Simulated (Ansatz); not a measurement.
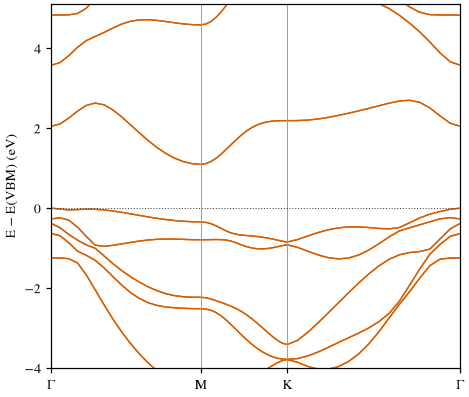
Fig. 1. Band structure from r²SCAN+D4 with spin–orbit coupling in the plane-wave PAW code Ansatz

Question: Read off the gap and where the band edges lie.

Answer: About 1.1 eV (1.10 eV by a search for the band edges); maximum at Γ, minimum at M.

The material is monolayer SnSe$_{2}$ (1T, P-3m1 in the vacuum cell, 3 atoms).

A layer that has been made, often on a substrate. The r²SCAN+D4 relaxation kept the symmetry of its start; whether a distortion lowers the energy is not shown.

Potentials: the later of the program's two PAW sets.
